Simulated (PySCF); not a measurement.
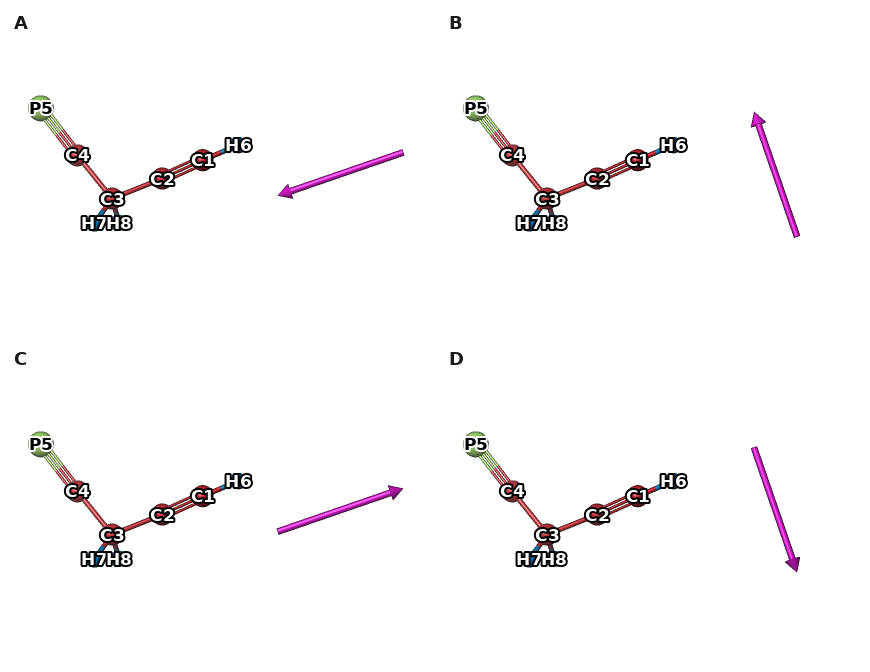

The same molecule four times, each with an arrow. Computed geometry: GFN2-xTB optimisation. No frequency run is at hand to confirm it as a minimum. Level of theory: B3LYP/def2-SVPD, gas phase (PySCF 2.14.0).

Which arrow points along the dipole moment, from the negative to the positive end?

Answer. D. The dipole moment is 0.99 D; it points from the side of P5 to the side of H7, H8 (the outermost atoms at the two ends).

The geometry is semi-empirical. Around P such bond lengths and angles can be off by a tenth of an ångström or more and by several degrees, and values that hang on the shape move with them.
